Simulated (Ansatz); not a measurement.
**Ti3SiN4: single-point calculation**

System: Ti3SiN4 (slab, 8 atoms in the cell).
Method: DFT, PBE, plane waves, PAW, PAW set soft_1, no spin polarisation (Ansatz 0.2.0).

The structure derives from an entry of the Crystallography Open Database. Figures and captions count atoms from 1; the log counts them from 0 in places.

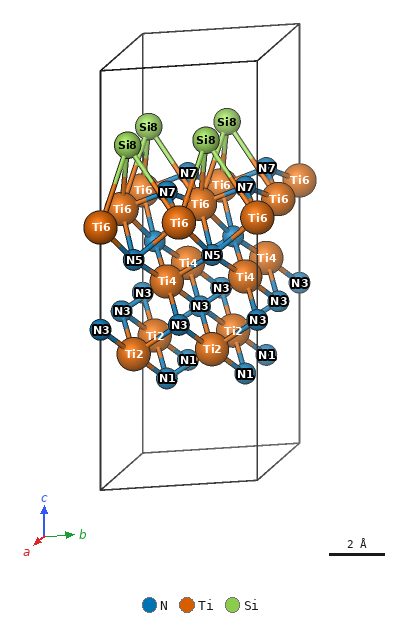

*The structure (ball-and-stick view of the 2 × 2 repeat of the cell, with the vacuum cut short, seen slightly off an axis; atoms are numbered from 1 in the order of the input). An atom can appear more than once, as a periodic image.*

Input file
```yaml
crystal:
  lattice:
    - [3.0028555065, 0.0, 0.0]
    - [-1.5014277533, 2.6005491526, 0.0]
    - [0.0, 0.0, 22.623384696]
  atoms:
    - { symbol: "N", position: [0.3333333333, 0.6666666666, 0.1768082033] }
    - { symbol: Ti, position: [0.6666666667, 0.3333333333, 0.2309959671] }
    - { symbol: "N", position: [0.0, 0.0, 0.2851837309] }
    - { symbol: Ti, position: [0.3333333333, 0.6666666666, 0.3401655979] }
    - { symbol: "N", position: [0.6666666667, 0.3333333333, 0.3897111675] }
    - { symbol: Ti, position: [0.0, 0.0, 0.4575116027] }
    - { symbol: "N", position: [0.3333333333, 0.6666666666, 0.4916764156] }
    - { symbol: Si, position: [0.3333333333, 1.1666666667, 0.573891009] }
basis:
  ecutwfc: 420
  xc_grid: 3
kpoints:
  mp_grid: { grid: [9, 9, 1] }
hamiltonian:
  xc: pbe
  pseudopotentials: { kind: paw, azcp: { folder: soft_1 } }
scf:
  occupations: { method: gaussian, width: 0.1 }
  initial_density: { chi_scale: 0.1 }
output:
  forces: true
  eigenvalues: true
efield:
  axis: 3
  dipole_correction: true
  ramp_width: 0.04
```

Machine: 2 threads of Arm Neoverse N1, 98 GiB of memory available, shared host.

Run as:
```bash
ansatz run input.yaml --threads 2 --pin off --max-ram 6144MiB --backend cpu --events-out ev --progress --plain --runs-dir out
```

Output
```
Engine: ansatz 0.2.0, aarch64-unknown-linux-gnu
Pseudopotentials: kind: paw
Pseudopotential: N, paw, valence charge 5, recommended cutoff 420 eV (normal), [file]
Pseudopotential: Ti, paw, valence charge 12, recommended cutoff 420 eV (normal), [file]
Pseudopotential: Si, paw, valence charge 4, recommended cutoff 420 eV (normal), [file]
Functional definition: PBE
  parameter kappa = 0.804
  parameter beta = 0.06672455060314922
  exchange = pbe_x(kappa = kappa, mu = beta*pi^2/3)
  correlation = pbe_c(beta = beta)
Crystal: 8 atoms, lattice volume = 176.668 Å³
Basis set: ecut = 420 eV, 3327 PW (Γ), exchange–correlation on 72×72×480 points (27 copies of the dense FFT grid, shifted against one another)
Bands: 38, of which v1, the nominal top of the filled ones, is band 30 counted from 1 (29 counted from 0)
Symmetry: 2 space group operations
Space group: Cm (ITA 8), of the structure as read, at distance tolerance 5.6e-5 Å
k-points: 25 of 81 (time reversal used)
Non-local potential: N, projectors of the file, l = 0: 2, l = 1: 2, l = 2: 1
Non-local potential: Ti, projectors of the file, l = 0: 3, l = 1: 2, l = 2: 3, l = 3: 1
Non-local potential: Si, projectors of the file, l = 0: 2, l = 1: 2, l = 2: 1
PAW form: soft (Blöchl's): semilocal exchange-correlation on the pseudo side does not see the compensation charge
PAW one-centre angular grid: N, 110 points (default); XC on 64 Gauss nodes
PAW one-centre angular grid: Ti, 590 points (default); XC on 64 Gauss nodes
PAW one-centre angular grid: Si, 110 points (default); XC on 64 Gauss nodes
Initial density: superposition of atomic densities (chi_scale 0.1, normalization cell, long waves kept whole (reshape's long-wave potential 2.63 eV rms))
Initial wavefunctions: pseudopotential atomic-orbital guess
Functional: x = pbe(κ = 0.804, μ = 0.2195149727645171), c = pbe(β = 0.06672455060314922)
SCF iter   1: F=—  HF=-9719.687378 eV  |F-HF|=—  |Δ(HF+E_count)|=         —  Δρ=2.16e-1  dr2=1.63e3  ethr=3.10e-3  p=0.764 e·Å  D=7.83e-1 V/Å  ΔV_dip=-17.71 eV  dr2_dipole=9.38e2  V_vac-E_F(+/−)=1.99/19.70 eV  ⟨swp⟩=15.6  Hψ=6347  notcnv=0
efield: sawtooth ramp at fractional position 0.8553 (placed from the atoms, in the widest stretch of the axis that holds none; the zero of the levels goes with the place), width 0.0400; the density the first Hamiltonian is built on has a dipole p = 0.764 e·Å; the dipole correction subtracts the counter field D = 7.83e-1 V/Å, which shifts the + side's vacuum level by -17.71 eV against the − side's; the planar-averaged density in the ramp window peaks in size at 6.8e-6 e/Å³
preconditioner: auto → LDOS  [metal: Δε(μ)=0.034 eV  Ē_g=8.774 eV  σ=0.100 eV  W_gap=0.19  n_scr=16 (ndim 8)  ℏωp=16.8 eV  f_vac=0.460  D(μ)=3.40/eV (n_scr^D=12)  β→1.0]
SCF iter   2: F=—  HF=-20031.621319 eV  |F-HF|=—  |Δ(HF+E_count)|=    1.03e4  Δρ=1.18e0  dr2=9.35e4  ethr=3.10e-3  p=-11.724 e·Å  D=-1.20e1 V/Å  ΔV_dip=271.67 eV  dr2_dipole=8.78e4  V_vac-E_F(+/−)=236.18/-35.52 eV  ⟨swp⟩=45.4  Hψ=40309  notcnv=21  defer=181  recentre
SCF iter   3: F=—  HF=-9828.297677 eV  |F-HF|=—  |Δ(HF+E_count)|=    1.02e4  Δρ=3.99e-1  dr2=4.90e3  ethr=3.10e-3  p=-0.464 e·Å  D=-4.75e-1 V/Å  ΔV_dip=10.75 eV  dr2_dipole=2.26e3  V_vac-E_F(+/−)=21.82/11.08 eV  ⟨swp⟩=24.7  Hψ=25474  notcnv=0  defer=62
SCF iter   4: F=—  HF=-9693.255169 eV  |F-HF|=—  |Δ(HF+E_count)|=    1.35e2  Δρ=1.16e-1  dr2=3.80e2  ethr=3.10e-3  p=1.003 e·Å  D=1.03e0 V/Å  ΔV_dip=-23.24 eV  dr2_dipole=1.27e2  V_vac-E_F(+/−)=9.14/32.10 eV  ⟨swp⟩=16.3  Hψ=10325  notcnv=0  defer=51
SCF iter   5: F=—  HF=-9690.875815 eV  |F-HF|=—  |Δ(HF+E_count)|=    2.38e0  Δρ=8.99e-2  dr2=1.21e2  ethr=3.10e-3  p=1.954 e·Å  D=2.00e0 V/Å  ΔV_dip=-45.29 eV  dr2_dipole=1.90e1  V_vac-E_F(+/−)=5.21/49.94 eV  ⟨swp⟩=17.2  Hψ=7883  notcnv=0  defer=88
SCF iter   6: F=—  HF=-9683.060670 eV  |F-HF|=—  |Δ(HF+E_count)|=    7.82e0  Δρ=6.50e-2  dr2=7.18e1  ethr=3.10e-3  p=1.265 e·Å  D=1.30e0 V/Å  ΔV_dip=-29.30 eV  dr2_dipole=1.84e1  V_vac-E_F(+/−)=5.45/34.41 eV  ⟨swp⟩=8.5  Hψ=2862  notcnv=0  defer=83
SCF iter   7: F=—  HF=-9678.634928 eV  |F-HF|=—  |Δ(HF+E_count)|=    4.43e0  Δρ=4.03e-2  dr2=1.83e1  ethr=3.10e-3  p=0.716 e·Å  D=7.34e-1 V/Å  ΔV_dip=-16.60 eV  dr2_dipole=4.75e0  V_vac-E_F(+/−)=5.23/21.67 eV  ⟨swp⟩=10.0  Hψ=3137  notcnv=0  defer=71
SCF iter   8: F=—  HF=-9693.432084 eV  |F-HF|=—  |Δ(HF+E_count)|=    1.48e1  Δρ=1.72e-1  dr2=6.06e2  ethr=3.10e-3  p=-0.599 e·Å  D=-6.14e-1 V/Å  ΔV_dip=13.89 eV  dr2_dipole=2.65e0  V_vac-E_F(+/−)=5.03/-8.62 eV  ⟨swp⟩=15.2  Hψ=8321  notcnv=0  defer=54  recentre
SCF iter   9: F=—  HF=-9699.600427 eV  |F-HF|=—  |Δ(HF+E_count)|=    6.17e0  Δρ=2.48e-1  dr2=1.44e3  ethr=3.10e-3  p=0.187 e·Å  D=1.91e-1 V/Å  ΔV_dip=-4.33 eV  dr2_dipole=6.76e2  V_vac-E_F(+/−)=3.23/7.83 eV  ⟨swp⟩=16.4  Hψ=6315  notcnv=0  defer=71
SCF iter  10: F=—  HF=-9677.309711 eV  |F-HF|=—  |Δ(HF+E_count)|=    2.23e1  Δρ=2.55e-2  dr2=9.25e0  ethr=3.10e-3  p=0.298 e·Å  D=3.05e-1 V/Å  ΔV_dip=-6.90 eV  dr2_dipole=3.29e0  V_vac-E_F(+/−)=4.42/11.28 eV  ⟨swp⟩=13.2  Hψ=6330  notcnv=0  defer=66
SCF iter  11: F=—  HF=-9676.892979 eV  |F-HF|=—  |Δ(HF+E_count)|=   4.17e-1  Δρ=1.17e-2  dr2=1.06e0  ethr=3.10e-3  p=0.183 e·Å  D=1.88e-1 V/Å  ΔV_dip=-4.25 eV  dr2_dipole=4.36e-1  V_vac-E_F(+/−)=4.28/8.53 eV  ⟨swp⟩=8.0  Hψ=2235  notcnv=0  defer=65
SCF iter  12: F=—  HF=-9676.977480 eV  |F-HF|=—  |Δ(HF+E_count)|=   8.45e-2  Δρ=1.72e-2  dr2=6.13e0  ethr=1.76e-3  p=0.054 e·Å  D=5.49e-2 V/Å  ΔV_dip=-1.24 eV  dr2_dipole=2.22e0  V_vac-E_F(+/−)=3.62/4.92 eV  ⟨swp⟩=7.0  Hψ=2113  notcnv=0  defer=62  recentre
SCF iter  13: F=—  HF=-9676.941178 eV  |F-HF|=—  |Δ(HF+E_count)|=   3.63e-2  Δρ=9.23e-3  dr2=1.15e0  ethr=1.76e-3  p=0.019 e·Å  D=1.91e-2 V/Å  ΔV_dip=-0.43 eV  dr2_dipole=1.35e-1  V_vac-E_F(+/−)=3.59/4.10 eV  ⟨swp⟩=2.4  Hψ=1146  notcnv=0  defer=44
SCF iter  14: F=—  HF=-9677.033856 eV  |F-HF|=—  |Δ(HF+E_count)|=   9.27e-2  Δρ=1.03e-2  dr2=1.63e0  ethr=1.76e-3  p=-0.060 e·Å  D=-6.09e-2 V/Å  ΔV_dip=1.38 eV  dr2_dipole=1.47e-1  V_vac-E_F(+/−)=3.54/2.27 eV  ⟨swp⟩=1.8  Hψ=1063  notcnv=0  defer=42
SCF iter  15: F=—  HF=-9677.186876 eV  |F-HF|=—  |Δ(HF+E_count)|=   1.53e-1  Δρ=7.50e-3  dr2=8.89e-1  ethr=1.76e-3  p=-0.173 e·Å  D=-1.77e-1 V/Å  ΔV_dip=4.02 eV  dr2_dipole=1.28e-2  V_vac-E_F(+/−)=3.51/-0.33 eV  ⟨swp⟩=1.9  Hψ=980  notcnv=0  defer=43
SCF iter  16: F=—  HF=-9676.837006 eV  |F-HF|=—  |Δ(HF+E_count)|=   3.50e-1  Δρ=4.73e-3  dr2=9.08e-2  ethr=1.48e-3  p=0.149 e·Å  D=1.53e-1 V/Å  ΔV_dip=-3.45 eV  dr2_dipole=2.18e-2  V_vac-E_F(+/−)=3.82/7.28 eV  ⟨swp⟩=3.1  Hψ=1313  notcnv=0  defer=43
SCF iter  17: F=—  HF=-9676.833889 eV  |F-HF|=—  |Δ(HF+E_count)|=   3.12e-3  Δρ=3.32e-3  dr2=2.82e-1  ethr=1.51e-4  p=0.176 e·Å  D=1.80e-1 V/Å  ΔV_dip=-4.08 eV  dr2_dipole=1.46e-1  V_vac-E_F(+/−)=3.87/7.96 eV  ⟨swp⟩=4.9  Hψ=1917  notcnv=0  defer=62  recentre
SCF iter  18: F=—  HF=-9676.826534 eV  |F-HF|=—  |Δ(HF+E_count)|=   7.35e-3  Δρ=9.05e-4  dr2=4.09e-3  ethr=1.51e-4  p=0.181 e·Å  D=1.85e-1 V/Å  ΔV_dip=-4.20 eV  dr2_dipole=6.29e-4  V_vac-E_F(+/−)=3.79/7.99 eV  ⟨swp⟩=3.3  Hψ=1061  notcnv=0  defer=44
SCF iter  19: F=—  HF=-9676.827220 eV  |F-HF|=—  |Δ(HF+E_count)|=   6.86e-4  Δρ=7.15e-4  dr2=1.18e-2  ethr=6.82e-6  p=0.185 e·Å  D=1.90e-1 V/Å  ΔV_dip=-4.30 eV  dr2_dipole=5.57e-3  V_vac-E_F(+/−)=3.77/8.06 eV  ⟨swp⟩=2.7  Hψ=1410  notcnv=0  defer=41
SCF iter  20: F=—  HF=-9676.826983 eV  |F-HF|=—  |Δ(HF+E_count)|=   2.38e-4  Δρ=1.28e-4  dr2=7.30e-5  ethr=6.82e-6  p=0.185 e·Å  D=1.90e-1 V/Å  ΔV_dip=-4.29 eV  dr2_dipole=2.18e-5  V_vac-E_F(+/−)=3.77/8.06 eV  ⟨swp⟩=1.5  Hψ=976  notcnv=0  defer=40
SCF iter  21: F=—  HF=-9676.827090 eV  |F-HF|=—  |Δ(HF+E_count)|=   1.07e-4  Δρ=9.30e-5  dr2=3.81e-5  ethr=1.22e-7  p=0.185 e·Å  D=1.90e-1 V/Å  ΔV_dip=-4.30 eV  dr2_dipole=1.90e-7  V_vac-E_F(+/−)=3.76/8.06 eV  ⟨swp⟩=3.2  Hψ=1626  notcnv=0  defer=40
SCF iter  22: F=—  HF=-9676.827087 eV  |F-HF|=—  |Δ(HF+E_count)|=   2.54e-6  Δρ=3.07e-5  dr2=1.24e-5  ethr=6.35e-8  p=0.185 e·Å  D=1.90e-1 V/Å  ΔV_dip=-4.30 eV  dr2_dipole=3.35e-6  V_vac-E_F(+/−)=3.76/8.06 eV  ⟨swp⟩=2.1  Hψ=1140  notcnv=0  defer=40
SCF iter  23: F=—  HF=-9676.827087 eV  |F-HF|=—  |Δ(HF+E_count)|=   3.19e-7  Δρ=6.80e-6  dr2=3.31e-7  ethr=2.07e-8  p=0.185 e·Å  D=1.90e-1 V/Å  ΔV_dip=-4.30 eV  dr2_dipole=1.27e-7  V_vac-E_F(+/−)=3.76/8.06 eV  ⟨swp⟩=1.9  Hψ=1108  notcnv=0  defer=40
SCF iter  24: F=-9676.827087 eV  HF=-9676.827087 eV  |F-HF|=6.13e-9  |Δ(HF+E_count)|=   7.72e-8  Δρ=3.00e-6  dr2=4.64e-8  ethr=1.67e-10  p=0.185 e·Å  D=1.90e-1 V/Å  ΔV_dip=-4.30 eV  dr2_dipole=1.23e-8  V_vac-E_F(+/−)=3.76/8.06 eV  ⟨swp⟩=23.9  Hψ=9460  notcnv=0
SCF 1 converged in 24 iterations: F = -9676.827087 eV  dr2 = 4.64e-8
  greatest PAW one-centre occupation: 0.999 electrons in one spin orbital (limit 2), on the Ti atom at site 1 (counted from 0), in its partial waves of l = 0
```

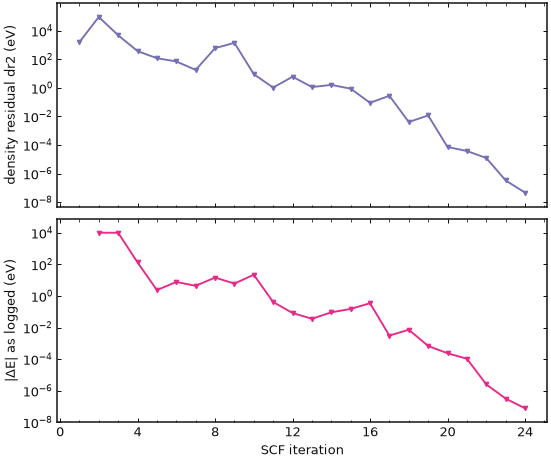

*Convergence of the self-consistent field: density residual dr2 and size of the energy change against the SCF iteration.*

The residual falls unevenly and jumps up by a factor of two or more 6 times on the way down.

```
SCF converged after 24 iterations
Free energy (F): -9676.827087 eV
Harris-Foulkes:  -9676.827087 eV  (|F-HF|=6.13e-9)
Internal energy: -9676.805814 eV  (E = F + TS)
E sigma→0 (E₀):  -9676.816451 eV
Entropy (-TS):   -0.021273 eV (-2.659 meV/atom)
Fermi energy:    3.267727 eV
Dipole field:    D = 0.189798 V/Å  (p = 0.185305 e·Å, saw-weighted, corrected)
Work function:   Φ+ = 3.7620 eV   Φ− = 8.0559 eV
Levels:          The Fermi level and band energies are counted from a zero that moves with the ramp; work functions are not
--- Per-component energies (eV) ---
  E_band       = -975.647658
  E_kinetic    = 1388.552037
  E_local      = -59637.791973  (includes V_loc(G=0)·N_el)
  E_nonlocal   = 341.605967
  E_hartree    = 29154.825828
  E_xc         = -643.464559
  E_vxc        = -786.486619  (∫ρ·V_xc dr)
  E_paw        = -4144.569850  (= ΣΔE_a)
  E_vpaw       = -596.190986  (= ΣTr[D̂ρ^β])
  E_aug_tail   = 0.003226  (compensation charges beyond the density's cutoff)
  E_efield     = 0.017585  (sawtooth field / dipole correction)
  E_vefield    = 5.035116  (∫n·V_field dr)
  E_ewald      = 23864.015926
  E_smearing   = -0.021273  (= −TS)
  E_closure    = 0.000000  (closes the sum)
  Σ components = -9676.827087   (vs F -9676.827087, Δ=0.00e0)
--- Forces (eV/Å), atoms counted from 1 ---
  atom   1  N      0.01496558     0.00864038     4.34565544
  atom   2  Ti    -0.00893949    -0.00516121    -5.58725367
  atom   3  N      0.02957071     0.01707265     1.19078980
  atom   4  Ti    -0.07115583    -0.04108184    -0.23097946
  atom   5  N      0.02691516     0.01553948     1.07095775
  atom   6  Ti     0.02132342     0.01231109    -3.05416320
  atom   7  N      0.15749852     0.09093181     2.26458404
  atom   8  Si    -0.17018313    -0.09825528     0.00055585
  max |Σ_I F_I| component: 1.47e-4 eV/Å
--- Band table (eV; the first three rows and the last of 25) ---
  k-point 0: bands = ["-54.5449", "-54.3873", "-53.3155", "-30.9393", "-30.6893", "-30.6140", "-30.6059", "-30.4959", "-30.4879", "-29.6147", "-29.3627", "-29.3620", "-13.2707", "-12.5488", "-11.3706", "-9.0138", "-6.7419", "-3.2423", "-1.9855", "-1.8799", "-1.8253", "-1.0735", "-1.0174", "-0.0557", "0.8453", "0.8687", "2.4378", "3.3138", "3.3188", "3.5441", "3.5733", "3.7810", "4.2718", "4.3206", "4.5085", "5.4314", "5.4337", "5.6455"]
  k-point 1: bands = ["-54.5374", "-54.3792", "-53.3083", "-30.9223", "-30.6981", "-30.6591", "-30.6201", "-30.5560", "-30.5028", "-29.6041", "-29.4169", "-29.3742", "-13.0727", "-12.4164", "-11.3696", "-8.9624", "-6.5350", "-3.1685", "-2.1173", "-1.7667", "-1.6676", "-1.3899", "-0.9809", "-0.0435", "0.5209", "0.6777", "1.9873", "2.9313", "3.1638", "3.5492", "3.9645", "4.0953", "4.2020", "4.3794", "4.7391", "5.2239", "5.5413", "5.6622"]
  k-point 2: bands = ["-54.5182", "-54.3587", "-53.2900", "-30.8818", "-30.8222", "-30.7397", "-30.6524", "-30.6392", "-30.5358", "-29.5793", "-29.5515", "-29.4035", "-12.5546", "-12.0869", "-11.3807", "-8.8017", "-5.9597", "-3.0767", "-2.2171", "-1.9688", "-1.4753", "-1.4232", "-0.9134", "-0.7581", "0.2914", "0.3494", "1.3862", "2.5608", "2.8282", "3.2646", "3.8456", "4.1609", "4.7324", "4.8166", "4.9985", "5.1930", "5.5341", "5.9474"]
  k-point 24: bands = ["-54.4782", "-54.3156", "-53.2520", "-31.0856", "-31.0226", "-30.7722", "-30.7586", "-30.6504", "-30.6107", "-29.7971", "-29.5235", "-29.4952", "-11.7290", "-11.5178", "-11.0601", "-8.2958", "-3.9985", "-3.3234", "-2.7803", "-2.3058", "-1.6509", "-1.5016", "-1.2011", "-0.8930", "-0.3015", "0.3169", "1.0214", "1.1264", "1.9763", "2.9013", "3.4447", "4.0123", "4.9578", "5.0560", "5.2550", "5.4580", "5.5998", "5.9559"]
```

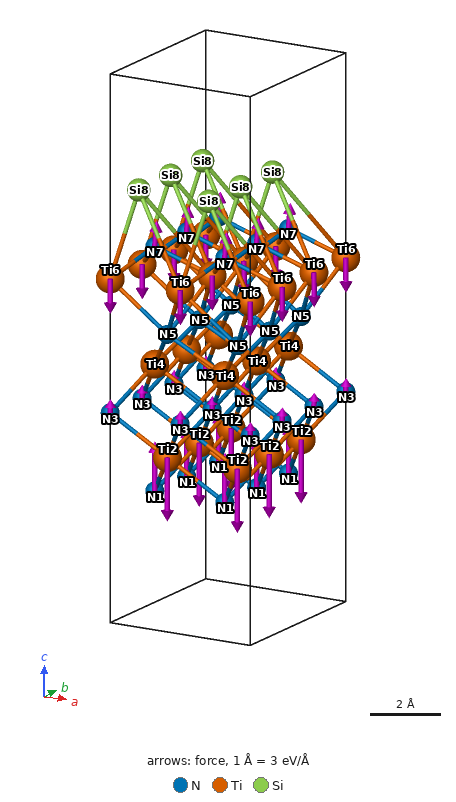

*Forces on the atoms as pink arrows (ball-and-stick view of the 2 × 3 repeat of the cell, with the vacuum cut short, seen slightly off an axis; atoms are numbered from 1 in the order of the input); the smallest are left out.*

The largest act on Ti2 (5.59 eV/Å); N1 (4.35 eV/Å); Ti6 (3.05 eV/Å); N7 (2.27 eV/Å). The geometry is not a stationary point of this energy.

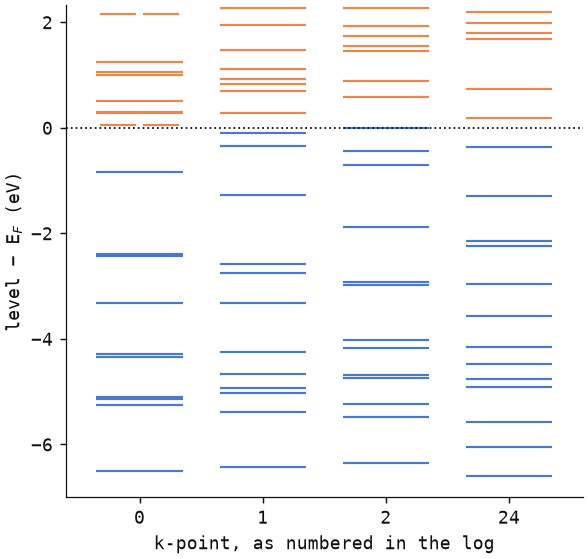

*Kohn–Sham levels near the Fermi level (dotted) at the few k-points that the log prints; levels within 0.02 eV of each other stand side by side.*

The system is metallic on the full mesh.

Results in brief

```csv
quantity,value
outcome,converged
electrons treated,60
free energy,−9676.8271 eV
Fermi energy,3.268 eV
gap on the k-point mesh,none (metallic)
largest force (length of the vector),5.587 eV/Å
wall time,81 s (CPU time 2.7 min)
peak memory,0.5 GiB
```

Notes

Settings chosen away from the usual ones: scf.initial_density.chi_scale set to 0.1; basis.xc_grid set to 3.
